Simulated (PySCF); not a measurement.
**BLYP/def2-SVP (core potential) run of InCNClF (SMILES N#[C][In]([F])[Cl])**

What is the energy change on altering one bond length of InCNClF at BLYP/def2-SVP (core potential)? Input form: a Python script.

The calculation is run with PySCF 2.14.0.

1 further run of the same task is left out (set aside as unsound or not needed).

**1. The molecule**

The species is InCNClF (5 atoms), meant as a singlet with charge 0. As SMILES, `N#[C][In]([F])[Cl]`. The coordinates come from a PBE0-D4/def2-TZVP relaxation.

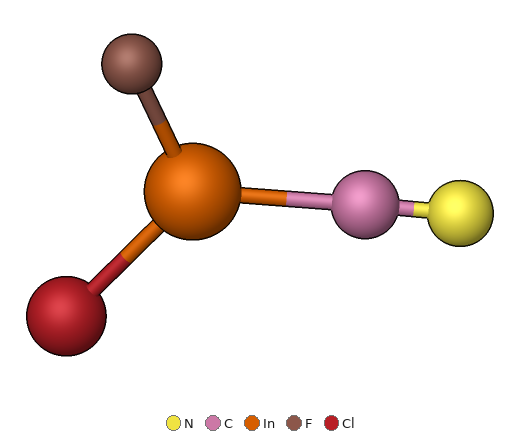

Viewed from a chosen angle; nitrogen yellow, carbon pink, indium orange, fluorine brown, chlorine red.

**2. A single-point energy at BLYP/def2-SVP (core potential)**

The input, input.py:

```python
from pyscf import gto, dft

mol = gto.M(
    atom=[
    ('N', (-1.392600, 1.451400, 1.648800)),
    ('C', (-0.781900, 0.784400, 0.934900)),
    ('In', (0.330400, -0.389600, -0.376400)),
    ('F', (0.434400, -2.280900, -0.039700)),
    ('Cl', (1.459700, 0.361000, -2.209100)),
],
    max_memory=1860,
    verbose=4,
    spin=0,
    ecp={'In': 'def2-svp'},
    charge=0,
    basis='def2-svp',
)

calc0 = dft.RKS(mol, xc='blyp')
calc0.grids.level = 5
calc0.conv_tol = 1e-10
calc0.kernel()
if not calc0.converged:
    calc0 = calc0.newton().run(calc0.mo_coeff, calc0.mo_occ)

energy = calc0.e_tot
print(f'total energy: {energy:.8f} hartree')
```

On the command line:

```console
$ OMP_NUM_THREADS=1 python input.py
```

The log of the run:

```text
PySCF version 2.14.0

[INPUT] num. atoms = 5
[INPUT] num. electrons = 60
[INPUT] charge = 0
[INPUT] spin (= nelec alpha-beta = 2S) = 0
[INPUT] symmetry False subgroup None
[INPUT] Mole.unit = angstrom
[INPUT] Symbol           X                Y                Z      unit          X                Y                Z       unit  Magmom
[INPUT]  1 N     -1.392600000000   1.451400000000   1.648800000000 AA   -2.631632601069   2.742748497194   3.115780434183 Bohr   0.0
[INPUT]  2 C     -0.781900000000   0.784400000000   0.934900000000 AA   -1.477576856797   1.482301172109   1.766704953856 Bohr   0.0
[INPUT]  3 In     0.330400000000  -0.389600000000  -0.376400000000 AA    0.624365511556  -0.736237298131  -0.711292913286 Bohr   0.0
[INPUT]  4 F      0.434400000000  -2.280900000000  -0.039700000000 AA    0.820897028511  -4.310276317520  -0.075022127145 Bohr   0.0
[INPUT]  5 Cl     1.459700000000   0.361000000000  -2.209100000000 AA    2.758433224028   0.682191130968  -4.174593981777 Bohr   0.0

nuclear repulsion = 275.341192927487
number of shells = 36
number of NR pGTOs = 169
number of NR cGTOs = 86
basis = def2-svp
ecp = {'In': 'def2-svp'}

******** <class 'pyscf.dft.rks.RKS'> ********
method = RKS
initial guess = minao
damping factor = 0
level_shift factor = 0
DIIS = <class 'pyscf.scf.diis.CDIIS'>
diis_start_cycle = 1
diis_space = 8
diis_damp = 0
SCF conv_tol = 1e-10
SCF conv_tol_grad = None
SCF max_cycles = 50
direct_scf = True
direct_scf_tol = 1e-13
XC library pyscf.dft.libxc version 7.0.0
    S. Lehtola, C. Steigemann, M. J.T. Oliveira, and M. A.L. Marques.,  SoftwareX 7, 1–5 (2018)
XC functionals = blyp
    A. D. Becke.,  Phys. Rev. A 38, 3098 (1988)
    C. Lee, W. Yang, and R. G. Parr.,  Phys. Rev. B 37, 785 (1988)
    B. Miehlich, A. Savin, H. Stoll, and H. Preuss.,  Chem. Phys. Lett. 157, 200 (1989)
radial grids:
    Treutler-Ahlrichs [JCP 102, 346 (1995); DOI:10.1063/1.469408] (M4) radial grids

becke partition: Becke, JCP 88, 2547 (1988); DOI:10.1063/1.454033
pruning grids: <function nwchem_prune>
grids dens level: 5
symmetrized grids: False
atomic radii adjust function: <function treutler_atomic_radii_adjust>
small_rho_cutoff = 0
Set gradient conv threshold to 1e-05
Initial guess from minao.
tot grids = 219344
init E= -821.981412780216
  HOMO = -0.616977878180364  LUMO = -0.58134241092929  gap/eV = 0.96969
cycle= 1 E= -840.817804963703  delta_E= -18.8  |g|= 2.79  |ddm|= 13.6
  HOMO = 0.0985560635044138  LUMO = 0.120315497594398  gap/eV = 0.59210
cycle= 2 E= -818.194562801007  delta_E= 22.6  |g|= 9.21  |ddm|=   24
  HOMO = -0.214678434944489  LUMO = -0.0395257677750955  gap/eV = 4.76615
cycle= 3 E= -841.388421080077  delta_E= -23.2  |g|= 2.18  |ddm|= 23.4
  HOMO = -0.187499758201486  LUMO = -0.105928991781748  gap/eV = 2.21965
cycle= 4 E= -841.439189737519  delta_E= -0.0508  |g|= 2.42  |ddm|= 3.31
  HOMO = -0.239309493591233  LUMO = -0.108197811991854  gap/eV = 3.56773
cycle= 5 E= -842.6389276532  delta_E= -1.2  |g|= 0.506  |ddm|= 1.84
  HOMO = -0.267744260865975  LUMO = -0.11924564177067  gap/eV = 4.04085
cycle= 6 E= -842.657984966654  delta_E= -0.0191  |g|= 0.488  |ddm|= 1.04
  HOMO = -0.303030765797692  LUMO = -0.12516271248097  gap/eV = 4.84004
cycle= 7 E= -842.702642890676  delta_E= -0.0447  |g|= 0.148  |ddm|= 0.446
  HOMO = -0.292338676434922  LUMO = -0.123609016551732  gap/eV = 4.59137
cycle= 8 E= -842.708159741668  delta_E= -0.00552  |g|= 0.0399  |ddm|= 0.169
  HOMO = -0.293986857522427  LUMO = -0.123186748614466  gap/eV = 4.64771
cycle= 9 E= -842.708481582308  delta_E= -0.000322  |g|= 0.0146  |ddm|= 0.0463
  HOMO = -0.293535644940886  LUMO = -0.123077241037732  gap/eV = 4.63841
cycle= 10 E= -842.708531955121  delta_E= -5.04e-05  |g|= 0.00458  |ddm|= 0.0153
  HOMO = -0.293447666917414  LUMO = -0.12299607760195  gap/eV = 4.63822
cycle= 11 E= -842.70853663353  delta_E= -4.68e-06  |g|= 0.0014  |ddm|= 0.00391
  HOMO = -0.293569860427207  LUMO = -0.123042901783626  gap/eV = 4.64027
cycle= 12 E= -842.708537079254  delta_E= -4.46e-07  |g|= 0.000198  |ddm|= 0.00118
  HOMO = -0.293546933050076  LUMO = -0.123033567813614  gap/eV = 4.63991
cycle= 13 E= -842.708537089729  delta_E= -1.05e-08  |g|= 3.31e-05  |ddm|= 0.000256
  HOMO = -0.293543898413006  LUMO = -0.123032042358167  gap/eV = 4.63986
cycle= 14 E= -842.708537090057  delta_E= -3.28e-10  |g|= 4.19e-06  |ddm|= 4.54e-05
  HOMO = -0.29354324452973  LUMO = -0.123031918841403  gap/eV = 4.63985
cycle= 15 E= -842.708537090062  delta_E= -4.55e-12  |g|= 1.72e-06  |ddm|= 7.9e-06
  HOMO = -0.29354353543836  LUMO = -0.123032100115402  gap/eV = 4.63985
Extra cycle  E= -842.708537090059  delta_E= 2.73e-12  |g|= 4.55e-06  |ddm|= 5.33e-06
converged SCF energy = -842.708537090059
total energy: -842.70853709 hartree
```

Wall time 24 s (1 thread of Intel Xeon at 2.70GHz, shared host); peak memory 0.44 GiB.

**3. The distorted shape at the same level**

The input, run.py:

```python
from pyscf import gto, dft

mol = gto.M(
    atom='''
N   -1.575799   1.651488   1.862957
C   -0.781900   0.784400   0.934900
In   0.330400  -0.389600  -0.376400
F    0.434400  -2.280900  -0.039700
Cl   1.459700   0.361000  -2.209100
''',
    spin=0,
    charge=0,
    max_memory=1860,
    basis='def2-svp',
    verbose=3,
    ecp={'In': 'def2-svp'},
)

mf = dft.RKS(mol, xc='blyp')
mf.conv_tol = 1e-10
mf.grids.level = 5
mf.kernel()
if not mf.converged:
    mf = mf.newton().run(mf.mo_coeff, mf.mo_occ)

etot = mf.e_tot
print('E(%s) = %.9f' % ('BLYP', etot))
```

On the command line:

```console
$ OMP_NUM_THREADS=1 python run.py
```

The log of the run:

```text
converged SCF energy = -842.597749252804
E(BLYP) = -842.597749253
```

Wall time 22 s (1 thread of Intel Xeon at 2.70GHz, shared host); peak memory 0.44 GiB.

**4. Outcome**

At BLYP/def2-SVP (core potential):

| quantity | value |
| --- | --- |
| first shape: total energy | -842.70854 Eh |
| first shape: dipole moment | 1.50 D |
| first shape: HOMO energy | -7.99 eV |
| first shape: LUMO energy | -3.35 eV |
| first shape: HOMO–LUMO gap | 4.64 eV |
| distorted shape: total energy | -842.59775 Eh |
| distorted shape: dipole moment | 1.39 D |
| distorted shape: HOMO energy | -7.51 eV |
| distorted shape: LUMO energy | -3.99 eV |
| distorted shape: HOMO–LUMO gap | 3.52 eV |
| energy change with the N1–C2 bond stretched from 1.152 to 1.498 Å | 3.015 eV |

In words: With the N1–C2 bond stretched from 1.152 to 1.498 Å the energy rises by 3.01 eV (70 kcal/mol). The first shape isn't relaxed at this level, so the change isn't measured from a minimum.
